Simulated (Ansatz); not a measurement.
**Hypothetical diamond Te, pressure series**

The parent structure is Te in the diamond structure (space group Fd-3m, No. 227; a = 7.185 Å; a hypothetical phase, not in the database extracts checked).

Cell and atoms are relaxed at each pressure.

Level of theory: Ansatz (a program for electronic structure) PBE, without spin-orbit coupling.

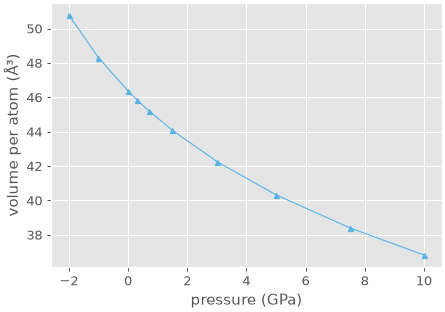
Figure: Volume per atom against pressure

From the plot, what is the volume per atom for pressure 0.3 GPa?

About 46 Å³.

Is the trend monotonic over the range shown?

Yes, it falls throughout, spanning 36.83 Å³ to 50.79 Å³.

Load acts through the strain it causes; cell and atoms are relaxed under it. Stability against distortions was not tested. Competing high-pressure phases were not computed.
